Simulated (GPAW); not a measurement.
Consider YSe (Fm-3m).

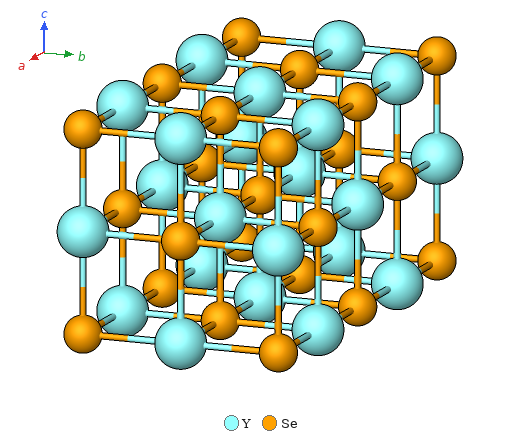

The structure (yttrium teal, selenium orange). 2×1×1 conventional cells are drawn. Some periodic images of atoms are drawn too.

```xyz
2
Lattice="0.0000 2.8515 2.8515 2.8515 0.0000 2.8515 2.8515 2.8515 0.0000" Properties=species:S:1:pos:R:3 pbc="T T T"
Y     2.8515    2.8515    2.8515
Se    0.0000    0.0000    0.0000
```

Absorber: atom 2, with 6 Y at 2.85 Å (octahedral, site symmetry m-3m). Method: GPAW, LDA, excited-electron core hole (neutral cell), 8-atom cell with 5.7 Å between holes, 5×5×5 k points, dipole transitions, Gaussian full width 2.33 eV up to 4 eV, rising linearly to 3.5 eV at 25 eV.

**Question.** Predict the near-edge structure at the Se K edge.

Main maxima up to 30 eV above the zero (height): 6.8 eV (1.61), 16.6 eV (0.96) and 24.8 eV (1.24). A K edge sees empty p states on the absorber. 

The Se K spectrum (energy from the lowest empty level; intensity scaled to a mean of 1 over the first 20 eV):

```csv
E (eV),intensity
-2.0,0.01
-0.5,0.19
1.0,0.87
2.5,1.32
4.0,1.43
5.5,1.48
7.0,1.60
8.5,1.04
10.0,0.55
11.5,0.64
13.0,0.70
14.5,0.76
16.0,0.94
17.5,0.91
19.0,0.86
20.5,0.91
22.0,1.03
23.5,1.17
25.0,1.24
26.5,1.11
28.0,0.99
29.5,0.88
31.0,0.81
```

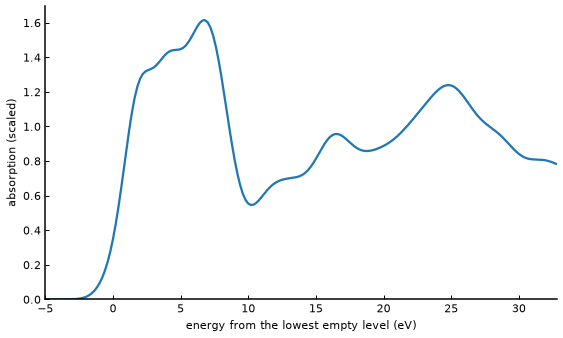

The Se K edge.

The script folds with a Gaussian, whereas the core hole's own line is a Lorentzian, so the onset is too steep and the first peak too high. The primitive cell holds an odd number of electrons, so a spin-paired run has to come out metallic; that is right for a metal, but some such compounds are magnetic or distorted insulators. The holes are only 5.7 Å apart, so the shape is probably not converged with cell size; no larger cell was run here. Lifetime broadening is put in by hand, and intensities beyond about 20 eV depend on it and on the partial waves. The structure is a published determination, not relaxed.

[Banner, clock and machine lines of the logs are left out without a mark of their own.]

[Logs are printed without paths, hosts, clocks, repeated set-up lines and the standing remarks that a program may print on its own settings, such as how far it seeks lower states.]

[Hosts, paths, dates, database ids (printed as entryN), source tags and the programs' standing remarks are cut or masked in the printed files.]

[Lists of maxima count a maximum above −3 eV only where it reaches 4 % of the highest in the window and stands out from its surroundings by 2 % of it (1.5 % where it reaches 55 %); shoulders and weaker maxima are passed over, and of the rest the first, up to two pre-edge ones and the few strongest are named.]
